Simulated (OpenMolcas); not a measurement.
**Multiconfigurational calculation, with input and output: Tm³⁺ complex**

Tm³⁺ with 6 ligands (F; octahedron, 2.19 Å), neutralised by 6 outer point charges of +0.5 e, whose field is part of the energies. Computed at this level: state-averaged CASSCF, active space 12 electrons in the shell 4f, basis ANO-RCC-VDZP on the metal and ANO-RCC-VDZP on the ligands, DKH2 scalar Hamiltonian, spin-orbit coupling by RASSI with atomic mean-field integrals (OpenMolcas).

**Output (extracts)**
```
--- SEWARD ---
Basis set label: TM.ANO-RCC...7S6P4D2F1G.

      Electronic valence basis set:
      ------------------
      Associated Effective Charge  69.000000 au
      Associated Actual Charge     69.000000 au
      Nuclear Model: Point charge

      Shell  nPrim  nBasis  Cartesian Spherical Contaminant
         s      25       7        X
         p      22       6        X
         d      15       4                 X
         f      11       2                 X
         g       4       1                 X
                  Relativistic Douglas-Kroll-Hess integrals:
                    - DKH order of Hamiltonian: 2
                    - DKH order of Properties : 0
                  Atomic mean-field integrals
--- RASSCF ---
Wave function specifications:
      -----------------------------

      Number of closed shell electrons         114
      Number of electrons in active shells      12
      Max number of holes in RAS1 space          0
      Max nr of electrons in RAS3 space          0
      Number of inactive orbitals               57
      Number of active orbitals                  7
      Number of secondary orbitals              88
      Spin quantum number                      1.0
      State symmetry                             1
Orbital specifications:
      -----------------------

      Symmetry species                           1   2
                                                ag  au
      Frozen orbitals                            0   0
      Inactive orbitals                         30  27
      Active orbitals                            0   7
      RAS1 orbitals                              0   0
      RAS2 orbitals                              0   7
      RAS3 orbitals                              0   0
      Secondary orbitals                        48  40
      Deleted orbitals                           0   0
      Number of basis functions                 78  74
      Number of CSFs                            21
      Number of root(s) required                21
      Iter CI   SX   CI       RASSCF       Energy    max ROT     max BLB   max BLB  Level Ln srch  Step   QN
          iter iter root      energy       change     param      element    value   shift minimum  type update
 Nr of preliminary CI iterations:   1
      Total energies have been shifted. Add               -14000.00 au
        1   1    9    0  -152.26870844    0.00E+00  -4.71E-02   31  38 2  4.02E-01*  1.68   0.00    SX    NO
        2   1   10    0  -153.03359485   -7.65E-01* -3.70E-02   29  36 2 -1.60E-01*  1.08   0.00    SX    NO
        3   1    9    0  -153.16966994   -1.36E-01*  2.03E-02   31  38 2  1.07E-01*  1.17   0.00    SX    NO
        4   1   10    0  -153.19160860   -2.19E-02*  1.19E-02   29  36 2 -8.14E-02*  1.00   0.00    SX    NO
        5   1    9    0  -153.19956516   -7.96E-03*  7.91E-03   31  38 2  6.17E-02*  1.10   0.74    QN   YES
        6   1    9    0  -153.20439480   -4.83E-03* -4.23E-03   30  33 1  1.71E-02*  1.05   1.55    LS   YES
        7   1    9    0  -153.20508548   -6.91E-04* -4.40E-03   31  38 2 -1.14E-02*  1.03   1.02    QN   YES
        8   1    8    0  -153.20556571   -4.80E-04* -1.86E-03   12  44 2 -3.35E-03*  1.03   1.43    LS   YES
        9   1    8    0  -153.20561294   -4.72E-05*  4.29E-04   24  66 2 -2.55E-03*  1.04   1.01    QN   YES
       10   1    7    0  -153.20563827   -2.53E-05*  3.33E-04   24  66 2 -9.78E-04*  1.04   1.78    LS   YES
       11   1    7    0  -153.20564420   -5.94E-06*  1.61E-04   27  47 2 -5.19E-04*  1.04   1.00    QN   YES
       12   1    7    0  -153.20564598   -1.77E-06*  2.18E-04   18  45 1 -3.43E-04*  1.04   2.36    LS   YES
       13   1    7    0  -153.20564685   -8.72E-07*  8.54E-05   29  36 2 -3.95E-04*  1.04   1.00    QN   YES
       14   1    6    0  -153.20564721   -3.62E-07*  4.33E-05   10  45 2  1.29E-04*  1.04   1.51    LS   YES
       15   1    6    0  -153.20564726   -4.64E-08* -1.82E-05   33  40 2  9.75E-05   1.04   1.01    QN   YES
       16   1    5    0  -153.20564729   -3.20E-08*  1.46E-05   18  51 1 -3.35E-05   1.04   1.55    QN   YES
       17   1    4    0  -153.20564730   -6.24E-09   3.32E-06   18  51 1 -8.58E-06   1.04   1.09    QN   YES
      Convergence after 17 iterations
       18   1    4    0  -153.20564730   -4.02E-10   3.32E-06   19  31 1  3.67E-06   1.04   1.09    QN   YES
      Natural orbitals and occupation numbers for root  1
      sym 2:   1.325474   1.719637   2.000000   1.719637   1.325474   1.954889   1.954889
      Natural orbitals and occupation numbers for root  2
      sym 2:   2.000000   1.954969   1.954969   1.325511   1.719520   1.719520   1.325511
      Natural orbitals and occupation numbers for root  3
      sym 2:   1.309673   1.946873   1.743454   1.309673   2.000000   1.743454   1.946873
::    RASSCF root number  1 Total energy: -14153.24285012
::    RASSCF root number  2 Total energy: -14153.24285012
::    RASSCF root number  3 Total energy: -14153.24285012
::    RASSCF root number  4 Total energy: -14153.24231420
::    RASSCF root number  5 Total energy: -14153.24231420
::    RASSCF root number  6 Total energy: -14153.24161790
::    RASSCF root number  7 Total energy: -14153.24161790
::    RASSCF root number  8 Total energy: -14153.24161790
::    RASSCF root number  9 Total energy: -14153.24039384
::    RASSCF root number 10 Total energy: -14153.24039384
::    RASSCF root number 11 Total energy: -14153.24039384
::    RASSCF root number 12 Total energy: -14153.20593276
::    RASSCF root number 13 Total energy: -14153.20583497
::    RASSCF root number 14 Total energy: -14153.20583497
::    RASSCF root number 15 Total energy: -14153.20583497
::    RASSCF root number 16 Total energy: -14153.20525554
::    RASSCF root number 17 Total energy: -14153.20525554
::    RASSCF root number 18 Total energy: -14153.20525554
::    RASSCF root number 19 Total energy: -14153.07339167
::    RASSCF root number 20 Total energy: -14153.07339167
::    RASSCF root number 21 Total energy: -14153.07339166
--- RASSCF ---
Wave function specifications:
      -----------------------------

      Number of closed shell electrons         114
      Number of electrons in active shells      12
      Max number of holes in RAS1 space          0
      Max nr of electrons in RAS3 space          0
      Number of inactive orbitals               57
      Number of active orbitals                  7
      Number of secondary orbitals              88
      Spin quantum number                      0.0
      State symmetry                             1
Orbital specifications:
      -----------------------

      Symmetry species                           1   2
                                                ag  au
      Frozen orbitals                            0   0
      Inactive orbitals                         30  27
      Active orbitals                            0   7
      RAS1 orbitals                              0   0
      RAS2 orbitals                              0   7
      RAS3 orbitals                              0   0
      Secondary orbitals                        48  40
      Deleted orbitals                           0   0
      Number of basis functions                 78  74
      Number of CSFs                            28
      Number of root(s) required                28
      Iter CI   SX   CI       RASSCF       Energy    max ROT     max BLB   max BLB  Level Ln srch  Step   QN
          iter iter root      energy       change     param      element    value   shift minimum  type update
 Nr of preliminary CI iterations:   1
        1   1    0    0-14153.12094896    0.00E+00   0.00E+00   32  39 2 -7.93E-03*  0.00   0.00    SX    NO
      Natural orbitals and occupation numbers for root  1
      sym 2:   1.180733   1.854951   1.826244   1.972784   1.199163   1.999954   1.966170
      Natural orbitals and occupation numbers for root  2
      sym 2:   1.183970   1.963220   1.853123   1.183774   2.000000   1.852789   1.963123
      Natural orbitals and occupation numbers for root  3
      sym 2:   1.838951   1.969633   1.999997   1.186639   1.845782   1.968012   1.190985
::    RASSCF root number  1 Total energy: -14153.20282319
::    RASSCF root number  2 Total energy: -14153.20282319
::    RASSCF root number  3 Total energy: -14153.20282319
::    RASSCF root number  4 Total energy: -14153.19993328
::    RASSCF root number  5 Total energy: -14153.19993328
::    RASSCF root number  6 Total energy: -14153.19971557
::    RASSCF root number  7 Total energy: -14153.19971557
::    RASSCF root number  8 Total energy: -14153.19971557
::    RASSCF root number  9 Total energy: -14153.19941006
::    RASSCF root number 10 Total energy: -14153.11576100
::    RASSCF root number 11 Total energy: -14153.11576100
::    RASSCF root number 12 Total energy: -14153.11392446
::    RASSCF root number 13 Total energy: -14153.11392446
::    RASSCF root number 14 Total energy: -14153.11392446
::    RASSCF root number 15 Total energy: -14153.08893472
::    RASSCF root number 16 Total energy: -14153.08893472
::    RASSCF root number 17 Total energy: -14153.08879151
::    RASSCF root number 18 Total energy: -14153.08879151
::    RASSCF root number 19 Total energy: -14153.08879151
::    RASSCF root number 20 Total energy: -14153.08825377
::    RASSCF root number 21 Total energy: -14153.08700431
::    RASSCF root number 22 Total energy: -14153.08700431
::    RASSCF root number 23 Total energy: -14153.08700431
::    RASSCF root number 24 Total energy: -14153.08659554
::    RASSCF root number 25 Total energy: -14153.08659554
::    RASSCF root number 26 Total energy: -14153.08659554
::    RASSCF root number 27 Total energy: -14153.08624482
::    RASSCF root number 28 Total energy: -14152.86684107
--- RASSI ---
SPIN-FREE ENERGIES:
  (Shifted by EMIN (a.u.) =     -14153.2428501157)

 SF State       Relative EMIN(au)   Rel lowest level(eV)    D:o, cm**(-1)

     1             0.0000000000        0.0000000000              0.0000
     2             0.0000000000        0.0000000000              0.0000
     3             0.0000000000        0.0000000000              0.0000
     4             0.0005359189        0.0145830956            117.6206
     5             0.0005359189        0.0145830956            117.6206
     6             0.0012322169        0.0335303294            270.4403
     7             0.0012322169        0.0335303294            270.4403
     8             0.0012322169        0.0335303294            270.4403
     9             0.0024562737        0.0668386112            539.0898
    10             0.0024562737        0.0668386112            539.0898
    11             0.0024562737        0.0668386112            539.0898
    12             0.0369173584        1.0045724982           8102.4236
    13             0.0370151416        1.0072333145           8123.8846
    14             0.0370151416        1.0072333145           8123.8846
    15             0.0370151416        1.0072333145           8123.8846
    16             0.0375945764        1.0230005402           8251.0558
    17             0.0375945764        1.0230005402           8251.0558
    18             0.0375945764        1.0230005402           8251.0558
    22             0.0400269394        1.0891885080           8784.8978
    23             0.0400269394        1.0891885080           8784.8978
    24             0.0400269394        1.0891885080           8784.8978
    25             0.0429168518        1.1678270312           9419.1602
    26             0.0429168518        1.1678270312           9419.1602
    27             0.0431345618        1.1737512225           9466.9421
    28             0.0431345618        1.1737512225           9466.9421
    29             0.0431345618        1.1737512225           9466.9421
    30             0.0434400706        1.1820645407           9533.9935
    31             0.1270891290        3.4582713759          27892.8397
    32             0.1270891290        3.4582713759          27892.8397
    33             0.1289256722        3.5082462634          28295.9144
    34             0.1289256722        3.5082462634          28295.9144
    35             0.1289256722        3.5082462634          28295.9144
    36             0.1539154172        4.1882518673          33780.5295
    37             0.1539154172        4.1882518673          33780.5295
    38             0.1540586221        4.1921486712          33811.9593
    39             0.1540586221        4.1921486712          33811.9593
    40             0.1540586221        4.1921486712          33811.9593
    41             0.1545963595        4.2067812514          33929.9790
    42             0.1558458233        4.2407808935          34204.2046
    43             0.1558458233        4.2407808935          34204.2046
Eigenvalues of complex Hamiltonian:
   -----------------------------------
  (Shifted by EMIN (a.u.) =     -14153.2428501157)

 SO State       Relative EMIN(au)   Rel lowest level(eV)    D:o, cm**(-1)

     1            -0.0318921743        0.0000000000              0.0000
     2            -0.0315960917        0.0080568185             64.9826
     3            -0.0315960917        0.0080568183             64.9826
     4            -0.0315960917        0.0080568182             64.9826
     5            -0.0312571238        0.0172806067            139.3775
     6            -0.0312571238        0.0172806058            139.3775
     7            -0.0312571238        0.0172806063            139.3775
     8            -0.0306596191        0.0335395359            270.5146
     9            -0.0299403461        0.0531119508            428.3768
    10            -0.0299403461        0.0531119510            428.3768
    11            -0.0299403460        0.0531119546            428.3768
    12            -0.0298113407        0.0566223678            456.6902
    13            -0.0298113406        0.0566223710            456.6902
    14            -0.0013642504        0.8307071295           6700.1049
    15            -0.0013642504        0.8307071291           6700.1048
    16            -0.0013642504        0.8307071291           6700.1048
    17             0.0001644977        0.8723064852           7035.6263
    18             0.0001644977        0.8723064856           7035.6263
    19             0.0003710498        0.8779270529           7080.9592
    20             0.0003710498        0.8779270529           7080.9592
    21             0.0003710498        0.8779270532           7080.9592
    22             0.0006930933        0.8866903037           7151.6396
    23             0.0066187737        1.0479362815           8452.1761
    24             0.0066187737        1.0479362813           8452.1761
    25             0.0066187737        1.0479362814           8452.1761
    26             0.0067844904        1.0524456639           8488.5467
    27             0.0067844904        1.0524456624           8488.5467
    28             0.0074943763        1.0717626421           8644.3487
    29             0.0074943764        1.0717626447           8644.3487
    30             0.0074943764        1.0717626448           8644.3487
    31             0.0080078887        1.0857360274           8757.0516
    32             0.0080078889        1.0857360311           8757.0517
    33             0.0080078889        1.0857360314           8757.0517
    34             0.0295210756        1.6711396638          13478.6504
    35             0.0295210756        1.6711396636          13478.6504
    36             0.0295210756        1.6711396636          13478.6504
    37             0.0295696551        1.6724615805          13489.3124
    38             0.0295696551        1.6724615809          13489.3124
    39             0.0301003358        1.6869021389          13605.7833
    40             0.0301003359        1.6869021406          13605.7833
    41             0.0301003358        1.6869021386          13605.7833
Weights of the five most important spin-orbit-free states for each spin-orbit state.

 SO State  Total energy (au)           Spin-free states, spin, and weights
 -------------------------------------------------------------------------------------------------------
    1        -0.031892       3 1.0  0.3309    1 1.0  0.3309    2 1.0  0.3309   48 0.0  0.0063   30 0.0  0.0004
    2        -0.031596       3 1.0  0.2939    2 1.0  0.2448    4 1.0  0.1932    5 1.0  0.1054    6 1.0  0.0530
    3        -0.031596       3 1.0  0.2861    1 1.0  0.2462    4 1.0  0.2434    2 1.0  0.0557    5 1.0  0.0551
    4        -0.031596       1 1.0  0.2925    2 1.0  0.2875    5 1.0  0.2873    8 1.0  0.0530    7 1.0  0.0517
    5        -0.031257       5 1.0  0.3633    6 1.0  0.1406    8 1.0  0.1392    3 1.0  0.1286    1 1.0  0.1119
    6        -0.031257       4 1.0  0.4274    7 1.0  0.1406    8 1.0  0.1403    2 1.0  0.1286    1 1.0  0.1280
    7        -0.031257       5 1.0  0.2812    4 1.0  0.1530    6 1.0  0.1402    7 1.0  0.1392    3 1.0  0.1280
    8        -0.030660       6 1.0  0.3311    8 1.0  0.3311    7 1.0  0.3311   41 0.0  0.0065   15 1.0  0.0000
    9        -0.029940       9 1.0  0.3182   10 1.0  0.3065    6 1.0  0.1505    8 1.0  0.1389    5 1.0  0.0451
   10        -0.029940       9 1.0  0.3182   11 1.0  0.3065    6 1.0  0.1505    7 1.0  0.1389    5 1.0  0.0346
   11        -0.029940      10 1.0  0.3182   11 1.0  0.3182    8 1.0  0.1505    7 1.0  0.1505    4 1.0  0.0530
   12        -0.029811       9 1.0  0.4887   10 1.0  0.1363    7 1.0  0.1224    8 1.0  0.1140   11 1.0  0.1091
```

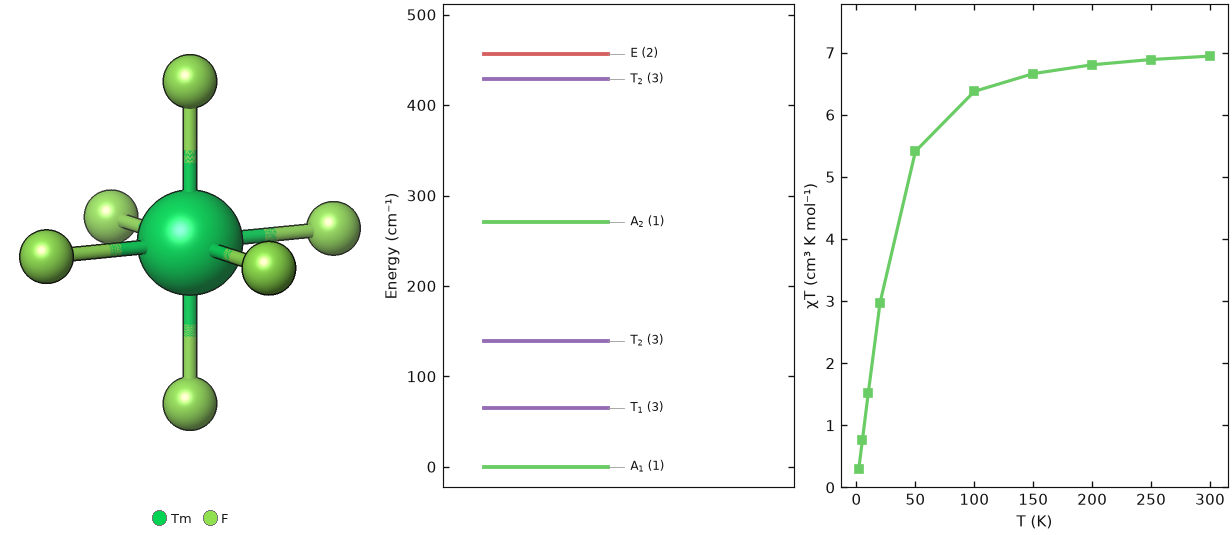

Fig. 1: Tm³⁺ (4f¹²) with 6 ligands, F⁻, at 2.19 Å (arrangement: octahedron, Oh), neutralised by outer point charges of +0.5 e, and its levels and susceptibility. Labels give the representation in O, Td, D4 or D3 as the site allows (double group for half-integer spin) where it could be assigned and, in brackets, the degeneracy; spin-free states, where drawn, share the zero of the spin-orbit levels. Powder susceptibility by Van Vleck's formula. The ground level is A₁, non-degenerate, 99 % from states of spin multiplicity 3 (of the 28 states of multiplicity 1, 27 enter the spin-orbit step), effective J = 6.00, with |mJ| = 4 the largest share (87 %). The next level lies at 65 cm⁻¹ (T₁). The lowest J multiplet spreads over 457 cm⁻¹. χT is 0.304 cm³ K mol⁻¹ at 2 K and 6.94 at 300 K, an effective moment of 7.45 μB. The active orbitals hold 100 % metal character (Löwdin), and the Mulliken charge of the metal is +2.41.

**Input**
```
&GATEWAY
Coord
7

Tm 0.0 0.0 0.0
F 2.190000 0.000000 0.000000
F 0.000000 2.190000 0.000000
F -2.190000 0.000000 0.000000
F 0.000000 -2.190000 0.000000
F 0.000000 0.000000 2.190000
F 0.000000 0.000000 -2.190000
Basis=Tm.ANO-RCC-VDZP,F.ANO-RCC-VDZP
Group=XYZ
NoMove
AngMom=0.0 0.0 0.0
AMFI
RICD
XField
3 Angstrom 0
5.390000 0.000000 0.000000 0.500000
0.000000 5.390000 0.000000 0.500000
0.000000 0.000000 5.390000 0.500000
&SEWARD
&RASSCF
FileOrb=start.orb
Symmetry=1
Spin=3
nActEl=12 0 0
Inactive=30 27
Ras2=0 7
CIRoot=21 21 1
SDav=21
CIMx=300
Iter=150 100
PrWF=0.3
OrbListing=Nothing
MaxOrb=0
LevShft=1.0
>>> COPY $Project.JobIph JOB001
&RASSCF
FileOrb=start.orb
Symmetry=1
Spin=1
nActEl=12 0 0
Inactive=30 27
Ras2=0 7
CIRoot=28 28 1
SDav=28
CIMx=300
Iter=150 100
PrWF=0.3
OrbListing=Nothing
MaxOrb=0
CIOnly
LevShft=1.0
>>> COPY $Project.JobIph JOB002
&RASSI
NrOfJobIphs=2 21 27
1 2 3 4 5 6 7 8 9 10 11 12 13 14 15 16 17 18 19 20 21
1 2 3 4 5 6 7 8 9 10 11 12 13 14 15 16 17 18 19 20 21 22 23 24 25 26 27
IphNames
JOB001
JOB002
EJob
SpinOrbit
DIPRint=1.0
SOCoupling=1000.0
Subsets=2
Property=9
'ANGMOM' 1 'ANGMOM' 2 'ANGMOM' 3 'MLTPL  1' 1 'MLTPL  1' 2 'MLTPL  1' 3
'AMFI' 1 'AMFI' 2 'AMFI' 3
SOProperty=3
'ANGMOM' 1 'ANGMOM' 2 'ANGMOM' 3
```

The file start.orb holds starting orbitals from an earlier step. A driver script formed the levels outside the program, from RASSI's spin-orbit matrix and the active-space energies, averaged over the components of each term or state.

Command:
```bash
OMP_NUM_THREADS=1 MOLCAS_MEM=2457 MOLCAS_PROJECT=a pymolcas a.inp > a.log  # once for each step of the input, in one work folder
```

**Summary**

- outcome: converged
- energy of the lowest spin-free term: −14153.24285 hartree
- energy of the lowest spin-orbit level: −14153.27474 hartree
- largest spread among components of a term: 0.0 cm⁻¹
- hardware: 1 thread of Arm Neoverse V2, 24 GiB of memory available, shared host
- wall time: 22 s
- peak memory: 0.6 GiB

**Remarks**

Without dynamic correlation the splittings between terms come out too large, often by 20 to 50 %. Limits: distances are set from ionic radii, not optimised.
